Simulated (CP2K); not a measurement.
**CH7BFNSi (SMILES BC[SiH](N)F) at GFN2-xTB**

What is the energy difference between two shapes of CH7BFNSi at GFN2-xTB? 

The results are computed with CP2K 2026.2.

3 further runs of the same task are left out: 2 that didn't finish, 1 set aside as unsound or not needed.

### 1 The system as given

The species is CH7BFNSi (12 atoms), meant as a singlet with charge 0. As SMILES, `BC[SiH](N)F`. The shape comes from a force field and isn't a relaxed structure. This is one conformer, not always the lowest.

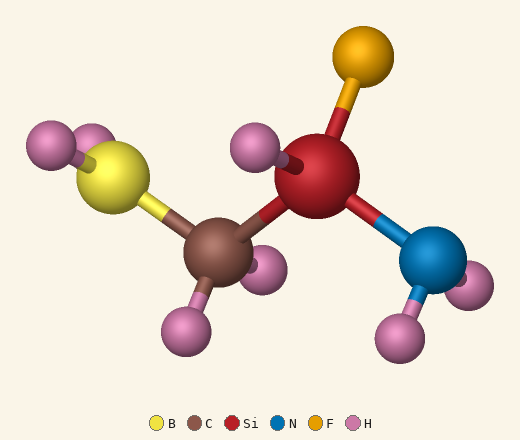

The structure, seen from a chosen angle (boron yellow, carbon brown, silicon red, nitrogen blue, fluorine amber, hydrogen pink).

### 2 Energy and forces at GFN2-xTB

qs.inp

```
&GLOBAL
   PROJECT_NAME qs
   RUN_TYPE ENERGY_FORCE
   PRINT_LEVEL MEDIUM
&END GLOBAL
&FORCE_EVAL
   METHOD Quickstep
   &DFT
      ! Quickstep
      &QS
         METHOD XTB
         EPS_DEFAULT 1.0E-10
         &XTB
            GFN_TYPE TBLITE
            &TBLITE
               METHOD GFN2
            &END TBLITE
            CHECK_ATOMIC_CHARGES F
         &END XTB
      &END QS
      &POISSON
         PERIODIC NONE
         POISSON_SOLVER ANALYTIC
      &END POISSON
      &SCF
         SCF_GUESS ATOMIC
         EPS_SCF 1.0E-07
         MAX_SCF 150
         ADDED_MOS 8
         &DIAGONALIZATION
            ALGORITHM STANDARD
         &END DIAGONALIZATION
         &MIXING
            METHOD DIRECT_P_MIXING
            ALPHA 0.4
         &END MIXING
         &SMEAR ON
            METHOD FERMI_DIRAC
            ELECTRONIC_TEMPERATURE [K] 300
         &END SMEAR
      &END SCF
      ! extra output
      &PRINT
         &MOMENTS
            PERIODIC F
            REFERENCE COM
            MAX_MOMENT 1
         &END MOMENTS
         &MO ON
            ENERGIES T
            OCCUPATION_NUMBERS T
            NDIGITS 6
            &EACH
               QS_SCF 0
            &END EACH
            ADD_LAST NUMERIC
         &END MO
         &HIRSHFELD OFF
         &END HIRSHFELD
      &END PRINT
   &END DFT
   &SUBSYS
      &CELL
         ABC 13.6 15 13.7
         PERIODIC NONE
      &END CELL
      &COORD
         B     -0.400900     1.626400     1.105900
         C     -0.642300     0.183600     0.566900
         Si     0.683900    -0.232100    -0.662700
         N      0.590900    -1.910800    -1.211000
         F      0.635000     0.800700    -1.990400
         H      0.529000     1.988400     1.682700
         H     -1.268100     2.478500     0.917200
         H     -1.584900     0.108800     0.059000
         H     -0.590800    -0.499500     1.467100
         H      2.028000    -0.088200     0.029000
         H      0.521100    -2.524800    -0.334100
         H     -0.423900    -1.986100    -1.595600
      &END COORD
      &TOPOLOGY
         &CENTER_COORDINATES
         &END CENTER_COORDINATES
      &END TOPOLOGY
   &END SUBSYS
   &PRINT
      &FORCES ON
      &END FORCES
   &END PRINT
&END FORCE_EVAL
```

Launch:

```bash
OMP_NUM_THREADS=1 cp2k.psmp -i qs.inp -o qs.out
```

Log:

```text
CP2K| version string:                                       CP2K version 2026.2
[...]
 GLOBAL| Method name                                                        CP2K
[...]
 GLOBAL| Run type                                                   ENERGY_FORCE
[...]
                             - Atoms:                                         12
[...]
                             - Spherical basis functions:                     32
[...]
 Number of electrons:                                                         30
[...]
  *** SCF run converged in    20 steps ***
[...]
  Fermi energy:                                                -0.28182510455733
[...]
 TB_DIPOLE| Moment [Debye]         -0.42476213      -2.07995662       1.35569674
 TB_DIPOLE| Derivative [a.u.]       0.00000000       0.00000000       0.00000000
[...]
 ENERGY| Total FORCE_EVAL ( QS ) energy [hartree]            -16.364907477044703
 FORCES| Atomic forces [hartree/bohr]
 FORCES|   Atom     x               y               z               |f|
 FORCES|      1 -2.83470191E-02  2.18991190E-02 -7.68108219E-03   3.66350096E-02
 FORCES|      2  4.44704080E-04  6.77208929E-03  2.99718616E-02   3.07306272E-02
 FORCES|      3  4.05812160E-02 -6.31936614E-05 -1.74168373E-02   4.41609024E-02
 FORCES|      4 -5.51983729E-02 -3.28236377E-03  2.39210545E-02   6.02482459E-02
 FORCES|      5 -4.93307229E-04 -2.19916485E-02  2.56326792E-02   3.37773622E-02
 FORCES|      6  7.21998304E-03 -3.98437735E-03  4.67650539E-03   9.48014350E-03
 FORCES|      7  1.51970941E-02 -1.40346887E-02  1.60810725E-03   2.07487389E-02
 FORCES|      8 -1.25745835E-02 -5.28549928E-03  3.08927319E-03   1.39857163E-02
 FORCES|      9 -1.87410158E-03  7.67010100E-03 -2.33511752E-02   2.46499511E-02
 FORCES|     10 -1.39309091E-02 -1.90914127E-04 -1.38620391E-02   1.96535698E-02
 FORCES|     11  8.24840637E-03  1.68958055E-02 -3.23087255E-02   3.73812546E-02
 FORCES|     12  4.07268898E-02 -4.40442940E-03  5.72037818E-03   4.13618336E-02
 FORCES| Sum    -2.15105711E-16  6.59194921E-17 -5.20417043E-17
[...]
```

Run time: 1.2 s. Hardware: 1 thread of Intel Xeon 6975P-C (Granite Rapids), shared host; peak memory 0.19 GiB.

### 3 The distorted shape, same level

job.inp

```
&global
    project job
    run_type ENERGY_FORCE
    print_level MEDIUM
&end global
&force_eval
    method Quickstep
    &dft
        charge 0
        multiplicity 1
        &qs
            method XTB
            eps_default 1.0E-10
            &xtb
                gfn_type TBLITE
                &tblite
                    method GFN2
                &end tblite
                check_atomic_charges F
            &end xtb
        &end qs
        &poisson
            periodic NONE
            poisson_solver ANALYTIC
        &end poisson
        &scf
            scf_guess ATOMIC
            eps_scf 1.0E-07
            max_scf 150
            added_mos 8
            &diagonalization
                algorithm STANDARD
            &end diagonalization
            &mixing
                method DIRECT_P_MIXING
                alpha 0.4
            &end mixing
            &smear ON
                method FERMI_DIRAC
                electronic_temperature [K] 300
            &end smear
        &end scf
        &print
            &moments
                periodic F
                reference COM
                max_moment 1
            &end moments
            &mo ON
                energies T
                occupation_numbers T
                ndigits 6
                &each
                    qs_scf 0
                &end each
                add_last NUMERIC
            &end mo
            &hirshfeld OFF
            &end hirshfeld
        &end print
    &end dft
    &subsys
        &cell
            abc [angstrom] 13.6 14.9 13.6
            periodic NONE
        &end cell
        &coord
            B     -0.594465     1.655606     1.133111
            C     -0.632706     0.332920     0.648277
            Si     0.671006    -0.267788    -0.654496
            N      0.672373    -1.866642    -1.287314
            F      0.787175     0.773523    -1.972543
            H      0.619467     1.890453     1.660431
            H     -1.323220     2.400485     0.914519
            H     -1.575335    -0.022142    -0.098705
            H     -0.652116    -0.364006     1.421548
            H      1.975185     0.018805     0.150743
            H      0.597879    -2.510177    -0.348408
            H     -0.480809    -2.056160    -1.482920
        &end coord
        &topology
            &center_coordinates
            &end center_coordinates
        &end topology
    &end subsys
    &print
        &forces ON
        &end forces
    &end print
&end force_eval
```

Launch:

```bash
OMP_NUM_THREADS=1 cp2k.psmp job.inp > job.out
```

Log:

```text
CP2K| version string:                                       CP2K version 2026.2
[...]
 GLOBAL| Method name                                                        CP2K
[...]
 GLOBAL| Run type                                                   ENERGY_FORCE
[...]
                             - Atoms:                                         12
[...]
                             - Spherical basis functions:                     32
[...]
 Number of electrons:                                                         30
[...]
  *** SCF run converged in    20 steps ***
[...]
  Fermi energy:                                                -0.26993794917740
[...]
 TB_DIPOLE| Moment [Debye]         -0.98328721      -2.70416488       1.22796533
 TB_DIPOLE| Derivative [a.u.]       0.00000000       0.00000000       0.00000000
[...]
 ENERGY| Total FORCE_EVAL ( QS ) energy [hartree]            -16.295604628647791
 FORCES| Atomic forces [hartree/bohr]
 FORCES|   Atom     x               y               z               |f|
 FORCES|      1  9.47458590E-02  4.32021872E-02  4.59758307E-02   1.13828748E-01
 FORCES|      2 -4.45091881E-02 -9.87070133E-02 -1.07148335E-01   1.52331572E-01
 FORCES|      3  4.73003956E-02  4.85613165E-02  1.09325074E-02   6.86662115E-02
 FORCES|      4 -9.59995766E-02 -4.91533546E-02  5.49461279E-02   1.21041513E-01
 FORCES|      5 -7.32611294E-03 -2.15356431E-02  2.56792026E-02   3.43056453E-02
 FORCES|      6 -4.30289164E-02  1.13290485E-03 -7.75295326E-03   4.37364768E-02
 FORCES|      7 -4.49479037E-02  5.41015609E-02 -8.88753512E-03   7.08962708E-02
 FORCES|      8  2.10841615E-02  2.04783421E-02  3.86517518E-02   4.85578241E-02
 FORCES|      9  4.79200619E-03 -2.60532841E-02  2.26997252E-02   3.48857344E-02
 FORCES|     10 -1.61376613E-02 -7.54315795E-03 -1.89114827E-02   2.59801371E-02
 FORCES|     11  1.95209491E-02  2.62309921E-02 -4.91490558E-02   5.90318734E-02
 FORCES|     12  6.45059878E-02  9.28514933E-03 -7.03578378E-03   6.55495134E-02
 FORCES| Sum     4.16333634E-17  2.63677968E-16 -3.01841885E-16
[...]
```

It took 0.99 s on 1 thread of Intel Xeon 6975P-C (Granite Rapids), shared host; peak memory 0.19 GiB.

### 4 What came out

At GFN2-xTB:

```
                                                  quantity         value
                                 first shape: total energy  -16.36491 Eh
    first shape: dipole moment (from atomic charges alone)        2.52 D
                                  first shape: HOMO energy     -10.77 eV
                                  first shape: LUMO energy      -6.77 eV
                                first shape: HOMO–LUMO gap       4.00 eV
                     first shape: largest force on an atom    3.098 eV/Å
                             distorted shape: total energy  -16.29560 Eh
distorted shape: dipole moment (from atomic charges alone)        3.13 D
                              distorted shape: HOMO energy     -10.60 eV
                              distorted shape: LUMO energy      -6.45 eV
                            distorted shape: HOMO–LUMO gap       4.15 eV
                 distorted shape: largest force on an atom    7.833 eV/Å
                    energy change with the atoms displaced      1.886 eV
```

**Reading.** With the atoms displaced the energy rises by 1.89 eV (182 kJ/mol). The first shape isn't relaxed at this level, so the change isn't measured from a minimum. The largest force (first shape) is 3.10 eV/Å: the shape isn't a stationary point for this species at this level. The dipole (first shape) comes from point charges on the atoms alone, without atomic dipoles, so it is partial. The dipole (distorted shape) comes from point charges on the atoms alone, without atomic dipoles, so it is partial.
